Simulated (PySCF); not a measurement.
## C₄H₁₂O₂Si: one change and its effect

System: C₄H₁₂O₂Si.
Method of run A: GIAO PBE0/STO-3G NMR shielding, non-relativistic, gas phase (PySCF 2.14.0).

The geometry comes from this level: PBE0-D3(BJ)/def2-SVP. Text and figures count atoms from 1; the logs count them from 0 in places.

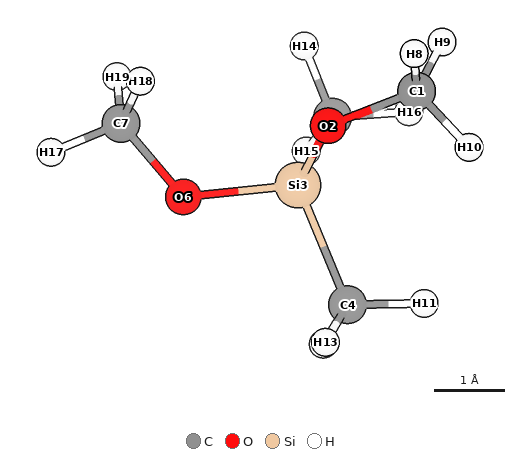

The input geometry (ball-and-stick view, seen at a tilt; atoms are numbered from 1 in the order of the input). Bond lengths as drawn: C–H 1.10 to 1.11 Å, C–O 1.39 to 1.40 Å, C–Si 1.86 to 1.87 Å and O–Si 1.66 to 1.67 Å.

## The input, run A
```
{"job": {"kind": "nmr", "xc": "PBE0", "basis": "STO-3G", "pop": true}, "charge": 0, "multiplicity": 1}
C     -1.720762    -1.269631     1.143441
O     -0.472903    -0.650031     1.092561
Si     0.049416     0.416247    -0.083073
C     -0.807036     2.061292     0.051859
C     -0.167663    -0.368216    -1.767646
O      1.650396     0.687306     0.252735
C      2.603124    -0.320352     0.438981
H     -1.756863    -1.936807     2.019139
H     -1.924397    -1.884903     0.246388
H     -2.548343    -0.542003     1.246477
H     -1.890310     1.968974    -0.122969
H     -0.404162     2.769967    -0.688229
H     -0.653195     2.489359     1.053874
H      0.320818    -1.354335    -1.812229
H      0.276033     0.266903    -2.550285
H     -1.231380    -0.510115    -2.017101
H      3.539271     0.136072     0.796430
H      2.272997    -1.063038     1.186056
H      2.828791    -0.857218    -0.501706
```

The first line tells a small driver script what to run in PySCF; the rest is the geometry in Å.

Hardware: 1 CPU thread, shared host.

## Output (run A)
```
coarse grid: 15584 points
cycle   1  E = -591.7523771987  dE =  6.027e-01  |g| = 7.248e-01  |ddm| = 5.103e+00
cycle   2  E = -591.7458081948  dE =  6.569e-03  |g| = 7.940e-01  |ddm| = 2.195e+00
cycle   3  E = -591.9338578506  dE = -1.880e-01  |g| = 6.900e-02  |ddm| = 1.168e+00
cycle   4  E = -591.9351788443  dE = -1.321e-03  |g| = 2.196e-02  |ddm| = 1.219e-01
cycle   5  E = -591.9353280375  dE = -1.492e-04  |g| = 1.796e-03  |ddm| = 3.267e-02
cycle   6  E = -591.9353290747  dE = -1.037e-06  |g| = 4.449e-04  |ddm| = 3.112e-03
final grid: 143640 points
cycle   7  E = -591.8833733200  dE = -5.168e-06  |g| = 6.307e-03  |ddm| = 1.845e-02
cycle   8  E = -591.8833730754  dE =  2.446e-07  |g| = 6.356e-03  |ddm| = 1.664e-02
cycle   9  E = -591.8833851158  dE = -1.204e-05  |g| = 3.047e-04  |ddm| = 8.716e-03
cycle  10  E = -591.8833851473  dE = -3.151e-08  |g| = 1.610e-05  |ddm| = 4.757e-04
cycle  11  E = -591.8833851474  dE = -6.730e-11  |g| = 1.033e-05  |ddm| = 4.118e-05
converged SCF energy = -591.8833851474

GIAO shielding tensors (ppm)
atom      isotropic    diamagn.    paramagn.     s11        s22        s33       span
  0 C      188.711     246.290     -57.579    165.877    168.694    231.562     65.685
  1 O      427.540     382.742      44.798    333.726    443.440    505.453    171.727
  2 Si     509.830     870.517    -360.686    479.553    503.542    546.396     66.843
  3 C      238.231     247.824      -9.594    231.959    239.983    242.751     10.792
  4 C      238.634     249.343     -10.708    231.869    241.140    242.895     11.026
  5 O      426.108     378.670      47.438    341.335    445.815    491.173    149.838
  6 C      188.390     245.938     -57.548    164.892    169.610    230.668     65.775
  7 H       30.647      29.659       0.988     26.206     27.165     38.571     12.365
  8 H       31.332      32.265      -0.933     26.355     30.248     37.394     11.038
  9 H       31.311      31.489      -0.178     26.602     29.412     37.918     11.317
 10 H       32.545      31.546       0.999     26.761     30.135     40.741     13.980
 11 H       32.367      30.658       1.709     26.621     29.312     41.169     14.549
 12 H       32.257      30.771       1.486     26.376     29.015     41.379     15.003
 13 H       32.627      32.813      -0.186     27.132     29.930     40.819     13.687
 14 H       32.720      31.613       1.107     27.373     29.122     41.665     14.292
 15 H       32.738      32.527       0.211     27.221     30.281     40.713     13.492
 16 H       30.563      28.663       1.901     26.087     26.976     38.627     12.540
 17 H       30.855      31.850      -0.996     25.245     30.265     37.055     11.810
 18 H       31.098      31.312      -0.215     26.415     29.453     37.425     11.010
```

Run B used a changed input.

## The two runs side by side

```tsv
quantity	run A	run B
outcome	converged	converged
total energy (hartree)	−591.883385	−599.030502
HOMO (eV)	−3.82	−7.39
LUMO (eV)	7.16	1.97
dipole moment (D)	1.28	2.43
shielding of C1 (ppm)	188.7	151.4
shielding of O2 (ppm)	427.5	323.1
shielding of Si3 (ppm)	509.8	416.4
shielding of C4 (ppm)	238.2	201.3
shielding of C5 (ppm)	238.6	204.0
shielding of O6 (ppm)	426.1	317.8
shielding of C7 (ppm)	188.4	151.6
SCF iterations	11	12
basis functions	51	91
wall time (shared host)	6.8 s	16 s
```

Which change of the input explains these differences?

The change (lines with − go, lines with + come):
```diff
-"basis": "STO-3G"
+"basis": "6-31G"
```

The total energy of run B is 4484.9 kcal/mol lower, which measures the change of basis and not a stability. The HOMO goes from −3.82 to −7.39 eV. The LUMO goes from 7.16 to 1.97 eV. The dipole moment goes from 1.28 to 2.43 D. Of all shieldings, the largest change is that of O6, by −108.3 ppm. The SCF takes 12 iterations against 11. The basis functions go from 51 to 91.

## Output (run B)
```
coarse grid: 15584 points
cycle   1  E = -598.9318434726  dE =  7.108e-01  |g| = 8.958e-01  |ddm| = 3.731e+00
cycle   2  E = -598.7482074351  dE =  1.836e-01  |g| = 1.331e+00  |ddm| = 2.304e+00
cycle   3  E = -599.0974522373  dE = -3.492e-01  |g| = 1.238e-01  |ddm| = 1.503e+00
cycle   4  E = -599.1009545657  dE = -3.502e-03  |g| = 3.056e-02  |ddm| = 1.330e-01
cycle   5  E = -599.1011924202  dE = -2.379e-04  |g| = 3.412e-03  |ddm| = 2.843e-02
cycle   6  E = -599.1011956864  dE = -3.266e-06  |g| = 1.199e-03  |ddm| = 6.078e-03
final grid: 143640 points
cycle   7  E = -599.0304771658  dE = -4.230e-06  |g| = 1.063e-02  |ddm| = 1.838e-02
cycle   8  E = -599.0304555454  dE =  2.162e-05  |g| = 1.496e-02  |ddm| = 2.009e-02
cycle   9  E = -599.0305019656  dE = -4.642e-05  |g| = 1.404e-03  |ddm| = 1.262e-02
cycle  10  E = -599.0305024174  dE = -4.517e-07  |g| = 5.625e-05  |ddm| = 1.415e-03
cycle  11  E = -599.0305024180  dE = -6.544e-10  |g| = 4.418e-05  |ddm| = 1.433e-04
cycle  12  E = -599.0305024184  dE = -3.940e-10  |g| = 1.682e-05  |ddm| = 5.452e-05
converged SCF energy = -599.0305024184

GIAO shielding tensors (ppm)
atom      isotropic    diamagn.    paramagn.     s11        s22        s33       span
  0 C      151.367     239.962     -88.595    126.656    130.546    196.897     70.241
  1 O      323.146     403.460     -80.314    274.104    329.084    366.251     92.147
  2 Si     416.363     879.426    -463.063    388.241    428.879    431.968     43.727
  3 C      201.282     256.212     -54.931    195.157    197.365    211.323     16.167
  4 C      204.002     257.008     -53.006    197.260    204.334    210.413     13.153
  5 O      317.822     401.746     -83.924    262.841    333.920    356.706     93.864
  6 C      151.648     240.727     -89.079    126.340    131.448    197.155     70.816
  7 H       28.579      28.330       0.248     23.797     26.066     35.873     12.076
  8 H       29.272      28.693       0.580     24.173     27.899     35.745     11.572
  9 H       29.188      28.621       0.567     24.185     27.267     36.113     11.928
 10 H       32.647      31.454       1.192     27.701     30.805     39.434     11.733
 11 H       32.408      31.012       1.396     27.562     29.979     39.682     12.120
 12 H       32.304      31.062       1.242     27.321     29.275     40.315     12.994
 13 H       32.428      31.830       0.598     27.624     29.962     39.696     12.072
 14 H       32.715      31.345       1.370     28.313     29.629     40.202     11.889
 15 H       32.562      31.702       0.860     27.889     30.703     39.094     11.204
 16 H       28.715      28.674       0.041     23.786     26.193     36.166     12.380
 17 H       28.641      28.198       0.443     23.079     27.448     35.396     12.317
 18 H       29.170      28.667       0.503     24.066     27.395     36.050     11.983
```
